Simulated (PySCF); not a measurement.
# BH3Cl− (SMILES [H][B-]([H])([H])Cl) at PBE0/STO-6G

What is the vertical ionisation energy of BH3Cl− at PBE0/STO-6G? 

The calculation is run with PySCF 2.14.0.

10 further runs of the same task are left out: 1 that didn't finish, 9 set aside as unsound or not needed.

**1. Starting point**

BH3Cl− has 5 atoms, charge -1, and is taken as a singlet. SMILES: `[H][B-]([H])([H])Cl`. The shape is that of a GFN2-xTB optimisation.

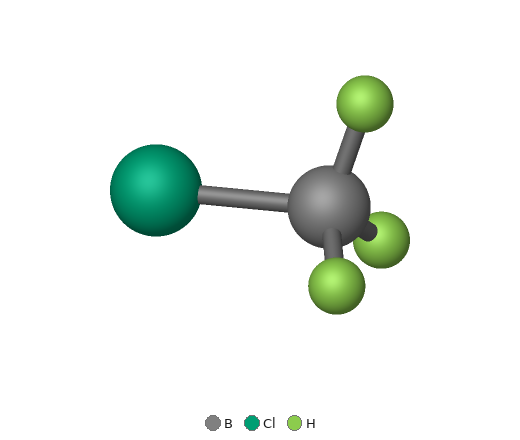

The structure, seen from a chosen angle (boron grey, chlorine teal, hydrogen green).

**2. The energy at PBE0/STO-6G**

The input, start.xyz:

```xyz
5
BClH3
B     -0.001280     0.001630    -0.167010
Cl     0.013600    -0.021140     1.707330
H      1.152300     0.011380    -0.522240
H     -0.586640     1.005700    -0.497000
H     -0.577980    -0.997580    -0.521080
```

The input, run.py:

```python
from pyscf import gto, dft

mol = gto.Mole()
mol.atom = 'start.xyz'
mol.charge = -1
mol.max_memory = 1860
mol.spin = 0
mol.basis = 'sto-6g'
mol.verbose = 3
mol.build()

ks = dft.RKS(mol)
ks.xc = 'pbe0'
ks.conv_tol = 1e-10
ks.grids.level = 5
ks.kernel()
if not ks.converged:
    ks = ks.newton().run(ks.mo_coeff, ks.mo_occ)

e_final = ks.e_tot
print('E(%s) = %.9f' % ('PBE0', e_final))
```

Started as:

```sh
$ OMP_NUM_THREADS=1 python run.py
```

The program printed:

```text
converged SCF energy = -485.030198103956
E(PBE0) = -485.030198104
```

Wall time 2.7 s (1 thread of Arm Neoverse V1, shared host); peak memory 0.19 GiB.

**3. Doublet neutral BH3Cl at the same level**

The input, job.py:

```python
from pyscf import gto, dft

system = gto.Mole()
system.atom = [
    ('B', (-0.001280, 0.001630, -0.167010)),
    ('Cl', (0.013600, -0.021140, 1.707330)),
    ('H', (1.152300, 0.011380, -0.522240)),
    ('H', (-0.586640, 1.005700, -0.497000)),
    ('H', (-0.577980, -0.997580, -0.521080)),
]
system.max_memory = 1860
system.verbose = 3
system.basis = 'sto-6g'
system.spin = 1
system.build()

mf = dft.UKS(system, xc='pbe0')
mf.grids.level = 5
mf.conv_tol = 1e-10
mf.kernel()
if not mf.converged:
    mf = mf.newton().run(mf.mo_coeff, mf.mo_occ)

e_tot = mf.e_tot
print('E = %.10f Eh' % e_tot)
```

Started as:

```sh
$ OMP_NUM_THREADS=1 python job.py
```

The program printed:

```text
converged SCF energy = -484.957645242606  <S^2> = 0.75163467  2S+1 = 2.001634
E = -484.9576452426 Eh
```

Wall time 6.6 s (1 thread of Arm Neoverse V1, shared host); peak memory 0.2 GiB.

**4. Outcome**

Level: PBE0/STO-6G.

| quantity | value |
| --- | --- |
| singlet BH3Cl−: total energy | -485.03020 Eh |
| singlet BH3Cl−: HOMO energy | 1.47 eV |
| singlet BH3Cl−: LUMO energy | 15.33 eV |
| singlet BH3Cl−: HOMO–LUMO gap (to an unbound level, set by the basis) | 13.86 eV |
| doublet neutral BH3Cl: total energy | -484.95765 Eh |
| doublet neutral BH3Cl: dipole moment | 0.55 D |
| doublet neutral BH3Cl: HOMO energy (highest over α and β) | -7.29 eV |
| doublet neutral BH3Cl: LUMO energy (lowest over α and β) | -5.31 eV |
| doublet neutral BH3Cl: ⟨S²⟩ | 0.752 |
| vertical detachment energy (to the doublet neutral) | 1.974 eV |

In words: The vertical ionisation energy comes to 1.97 eV (46 kcal/mol). −ε(HOMO) before ionisation, -1.47 eV, is 3.45 eV below this ionisation energy. In a minimal basis such a difference can be off by several eV, whatever the method. Mulliken charges (singlet BH3Cl−) run from -0.48 on Cl2 to -0.08 on B1; they depend strongly on the basis. The HOMO (singlet BH3Cl−) lies at positive energy, 1.47 eV; only total energies tell whether the electron is bound.
